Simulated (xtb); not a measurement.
# Energy and gradient calculation of C2H5NOSi

The run: energy and gradient calculation of C2H5NOSi. Method and program: GFN-FF (xtb 6.7.1).

The geometry comes from this level: GFN2-xTB.

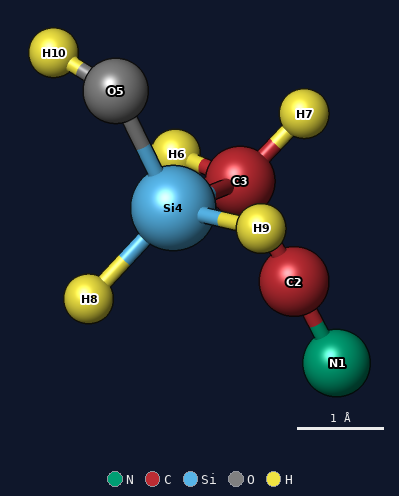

*The structure as given in the input (ball-and-stick view, seen at a tilt; atoms are numbered from 1 in the order of the input).*

Bond lengths as drawn: C–C 1.43 Å, C–H 1.09 Å, C–N 1.14 Å, C–Si 1.92 Å, H–O 0.95 Å, H–Si 1.45 to 1.46 Å and O–Si 1.62 Å.

The input (in.coord):
```
$coord angs
     0.3095800    -2.5937000     1.4993300  N
     0.5315200    -1.5810900     1.0142400  C
     0.7809500    -0.3185300     0.3983700  C
    -0.8309000     0.4288100    -0.3387500  Si
    -0.5033300     1.8774700    -0.9951700  O
     1.5363100    -0.4593800    -0.3783800  H
     1.1960500     0.3561600     1.1507600  H
    -1.3445800    -0.5089600    -1.3356500  H
    -1.7595200     0.7859500     0.7194100  H
     0.0839100     2.0132600    -1.7341700  H
$end
```

Hardware: 1 thread of AMD EPYC 7571, 176 GiB of memory available, shared host.

Launched with:
```bash
xtb in.coord --gfnff --grad > out.txt
```

The program's output:
```
* xtb version 6.7.1
   ID    Z sym.   atoms
    1    7 N      1
    2    6 C      2, 3
    3   14 Si     4
    4    8 O      5
    5    1 H      6-10

           -------------------------------------------------
          |                Calculation Setup                |
           -------------------------------------------------

          program call               : xtb in.coord --gfnff --grad
          coordinate file            : in.coord
          omp threads                :                     1

          ==================== Thresholds ====================
          CN  :   150.00000
          rep :   500.00000
          disp:  2500.00000
          HB1 :   250.00000
          HB2 :   450.00000

          Pauling EN used:
          Z : 1  EN :  2.20
          Z : 6  EN :  2.55
          Z : 7  EN :  3.04
          Z : 8  EN :  3.44
          Z :14  EN :  1.90
          electric field strengths (au): 0.000

           -------------------------------------------------
          |           Force Field Initialization            |
           -------------------------------------------------

          distances ...
          ----------------------------------------
          generating topology and atomic info file ...
          pair mat ...
          computing topology distances matrix with Floyd-Warshall algo ...
          making topology EEQ charges ...
          #fragments for EEQ constrain: 1
          ----------------------------------------
          generating topology and atomic info file ...
          pair mat ...
          computing topology distances matrix with Floyd-Warshall algo ...
          making topology EEQ charges ...
          #fragments for EEQ constrain: 1
          rings ...
          # BATM   42
          # H in HB   5

  atom   neighbors  erfCN metchar sp-hybrid imet pi  qest     coordinates
    1  N       1    0.98   0.00         1    0    1  -0.269    0.585021   -4.901383    2.833323
    2  C       2    1.96   0.00         1    0    1   0.082    1.004427   -2.987827    1.916636
    3  C       4    3.48   0.00         3    0    0  -0.055    1.475782   -0.601934    0.752810
    4  Si      4    3.49   0.05         3    0    0   0.249   -1.570173    0.810333   -0.640145
    5  O       2    1.92   0.00         3    0    0  -0.439   -0.951156    3.547904   -1.880599
    6  H       1    0.97   0.00         0    0    0   0.071    2.903205   -0.868102   -0.715035
    7  H       1    0.97   0.00         0    0    0   0.071    2.260207    0.673045    2.174621
    8  H       1    0.96   0.01         0    0    0   0.022   -2.540888   -0.961795   -2.524013
    9  H       1    0.96   0.01         0    0    0   0.022   -3.325011    1.485230    1.359488
   10  H       1    0.98   0.00         0    0    0   0.246    0.158567    3.804510   -3.277106

          #atoms :   10
          #bonds :   9
          #angl  :   14
          #tors  :   12
          #nmol  :   1
          #optfrag :   1
           -------------------------------------------------
          |                   G F N - F F                   |
          |          A general generic force-field          |
          |                  Version 1.0.3                  |
           -------------------------------------------------
          Number of HB bonds (bound hydrogen)     144
          Number of HB bonds (unbound hydrogen)   36
          Number of XB bonds                      0

 E+G (total)                   0 d,  0 h,  0 min,  0.000 sec
 distance/D3 list               ...        0 min,  0.000 sec (  0.766%)
 non bonded repulsion           ...        0 min,  0.000 sec ( 16.457%)
 dCN                            ...        0 min,  0.000 sec (  4.608%)
 EEQ energy and q               ...        0 min,  0.000 sec ( 11.484%)
 D3                             ...        0 min,  0.000 sec ( 14.090%)
 EEQ gradient                   ...        0 min,  0.000 sec (  2.244%)
 bonds                          ...        0 min,  0.000 sec (  7.136%)
 bend and torsion               ...        0 min,  0.000 sec ( 10.234%)
 bonded ATM                     ...        0 min,  0.000 sec (  4.973%)
 HB/XB (incl list setup)        ...        0 min,  0.000 sec ( 20.623%)

         :::::::::::::::::::::::::::::::::::::::::::::::::::::
         ::                     SUMMARY                     ::
         :::::::::::::::::::::::::::::::::::::::::::::::::::::
         :: total energy              -1.575710451665 Eh    ::
         :: gradient norm              0.073964243076 Eh/a0 ::
         ::.................................................::
         :: bond energy               -1.587813010600 Eh    ::
         :: angle energy               0.017171311649 Eh    ::
         :: torsion energy             0.000010624972 Eh    ::
         :: repulsion energy           0.096379972597 Eh    ::
         :: electrostat energy        -0.097447304100 Eh    ::
         :: dispersion energy         -0.004401196091 Eh    ::
         :: HB energy                 -0.000001702299 Eh    ::
         :: XB energy                  0.000000000000 Eh    ::
         :: bonded atm energy          0.000390852206 Eh    ::
         :: external energy            0.000000000000 Eh    ::
         :: add. restraining           0.000000000000 Eh    ::
         :: total charge               0.000000000000 e     ::
         :::::::::::::::::::::::::::::::::::::::::::::::::::::

           -------------------------------------------------
          |                Property Printout                |
           -------------------------------------------------

molecular dipole:
                 x           y           z       tot (Debye)
 q only:        0.125       0.947      -0.876       3.293

           -------------------------------------------------
          | TOTAL ENERGY               -1.575710451665 Eh   |
          | GRADIENT NORM               0.073964243076 Eh/α |
           -------------------------------------------------
########################################################################
[WARNING] Runtime exception occurred
-1- gfnff_setup: Could not read topology file.
########################################################################

------------------------------------------------------------------------
------------------------------------------------------------------------
 total:
 *  cpu-time:     0 d,  0 h,  0 min,  0.008 sec
 * ratio c/w:     1.000 speedup
 SCF:
 *  cpu-time:     0 d,  0 h,  0 min,  0.001 sec
 * ratio c/w:     0.997 speedup
```

Key numbers:

| quantity | value |
| --- | --- |
| outcome | converged |
| total energy | −1.575710 hartree |
| dispersion energy | −0.004401 hartree |
| largest force | 2.336 eV/Å |
| dipole moment | 3.29 D |
| peak memory | 0.069 GiB |
